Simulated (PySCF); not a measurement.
## Electronic structure of BClH4O2Si in real space

```xyz
9

O    -1.3049    0.2714    1.0433
B    -0.5538   -0.2218    0.0342
O    -0.9755   -1.2210   -0.7743
Si    1.2197    0.5726   -0.2940
Cl    2.4513    0.2614    1.2937
H    -2.1683   -0.1146    1.2119
H    -1.8412   -1.6064   -0.6141
H     1.9575    0.0322   -1.4433
H     1.2287    2.0322   -0.4825
```

Geometry: GFN2-xTB.

Method: PBE0/def2-SVPD, SCF density, gas phase (PySCF).

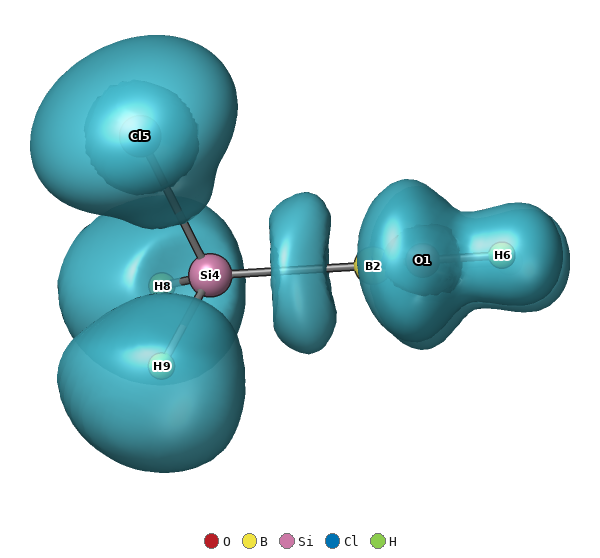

Figure 1. Isosurface of the ELF at 0.75 (cyan), seen from one side. Core shells and regions of very low density are left out.

> Where are the electrons localised?

The surface consists of one region between bonded B–Si atoms (shared pairs), two regions around hydrogen nuclei, one region on Cl in which the atom's valence shell and bonds are merged and two joined regions spread over several atoms (H, O), in which their bonds and any lone pairs are merged.


B–O (1.35 Å): the ELF peaks at about 0.90 between the atoms, as expected for a polar covalent bond. Si–B (1.97 Å): the ELF peaks at about 1 between the atoms (localised, covalent bonding).

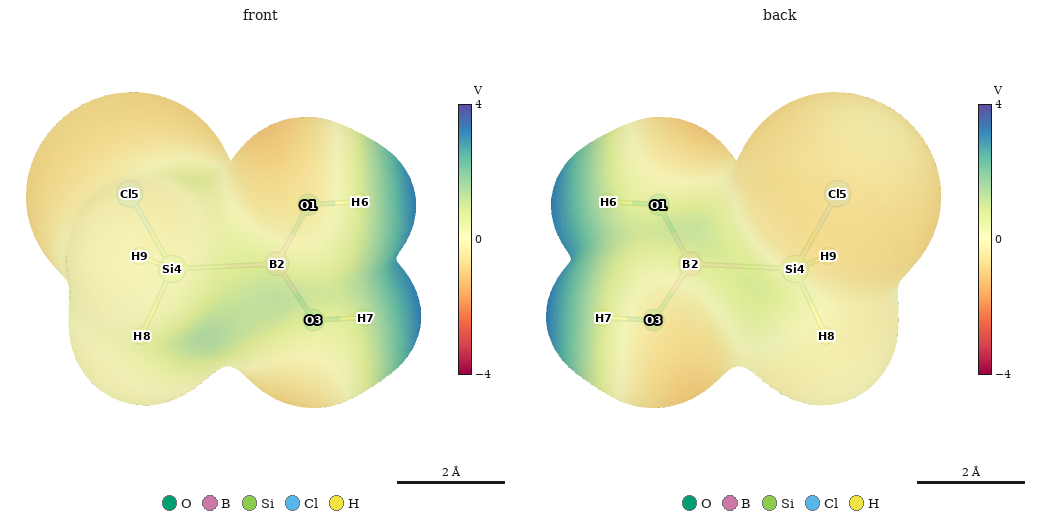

Figure 2. The molecular electrostatic potential painted on the density surface at 0.002 e/bohr³, seen from the front and from behind; the colour scale runs from red (negative) to blue (positive).

> Where is the surface potential most negative and most positive?

The most negative region (about −1.0 V, or −23 kcal/mol for a unit charge) lies over O1, the most positive (about +3.2 V, or +74 kcal/mol for a unit charge) over H6 and H7. O1 is the likeliest acceptor of a hydrogen bond.

> How polar is the molecule by this calculation?

Its dipole moment is 4.35 D.

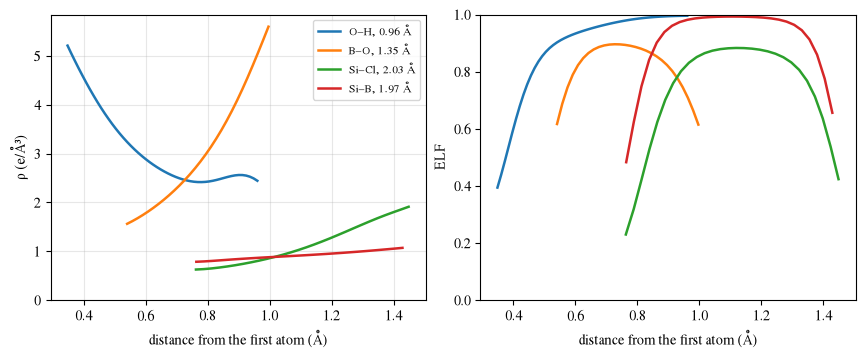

Figure 3. Electron density and electron localisation function along straight lines between neighbouring atoms. The curves leave out the atomic cores.

> What can be read from the curves?

O–H (0.96 Å): ρ at the midpoint is about 3.7 e/Å³; the ELF climbs to about 1 towards the hydrogen, as it does in any bond to H; an ordinary covalent bond to hydrogen.
B–O (1.35 Å): the density is about 2.1 e/Å³ at the midpoint; the ELF peaks at about 0.90 between the atoms: a polar covalent bond.
Si–Cl (2.03 Å): the density is about 0.88 e/Å³ at the midpoint; the ELF peaks at about 0.90 between the atoms: a polar covalent bond.
Si–B (1.97 Å): ρ at the midpoint is about 0.87 e/Å³; the ELF peaks at about 1 between the atoms, as expected for a covalent bond.
